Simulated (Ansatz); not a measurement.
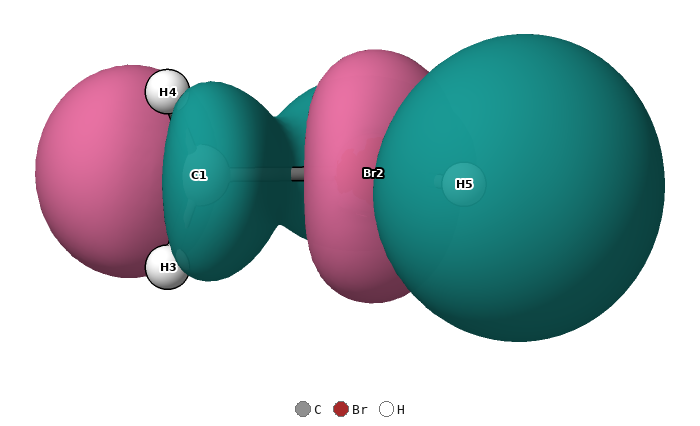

Figure 1: CH3Br (SMILES [CH2-][BrH+]). One frontier orbital at ±0.08 Å⁻³ᐟ² (teal and pink are the two phases), seen across its widest extent.

Geometry: PBE0-D3(BJ)/def2-SVP.

All numbers below come from Ansatz, isolated molecule in a Gaussian basis; Kohn-Sham density functional theory, functional PBE0.

Input file:

```
crystal:
  periodic: [false, false, false]
  atoms:
    - symbol: C
      position_ang: [0.202304, 1.426350, 0.078815]
    - symbol: Br
      position_ang: [0.275362, -0.357734, -0.373981]
    - symbol: H
      position_ang: [1.155702, 1.747022, 0.514427]
    - symbol: H
      position_ang: [-0.139780, 2.021626, -0.775704]
    - symbol: H
      position_ang: [1.248023, -0.878653, -1.460557]
basis:
  gaussian:
    orbitals: def2-TZVPD
hamiltonian:
  xc: {name: PBE0}
output:
  forces: true
  orbitals: {seedname: orbitals}
```

Run with:

```sh
ansatz run input.yaml --threads 1 --pin off --max-ram 2610MiB --events-out events.jsonl --progress --plain --runs-dir runs
```

Which orbital is it: HOMO or LUMO?

Answer. The LUMO, at −1.26 eV. By Hirshfeld shares it lies mainly on H5 (about 40 %), Br2 (about 35 %) and C1 (about 20 %).
